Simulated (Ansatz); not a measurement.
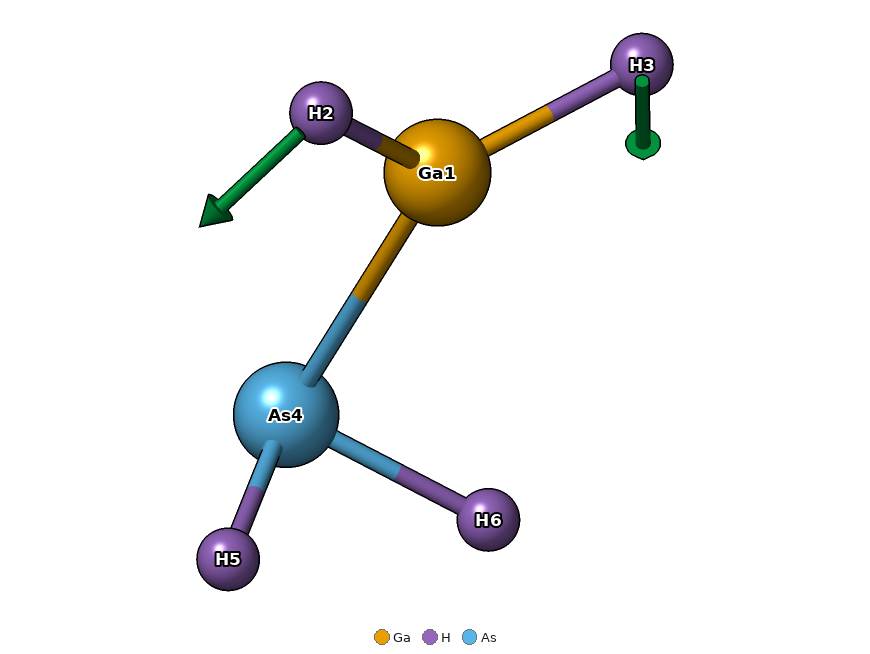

The arrows show one normal mode. Harmonic vibrations computed with RKS PBE0-D4/def2-TZVP (Ansatz 0.2.0) at a stationary point of the same level.

Q: Describe the motion.

A: Mostly angle bending.

Q: Estimate its harmonic wavenumber.

A: 743 cm⁻¹; it is mode 7 of 12 counted from the lowest.
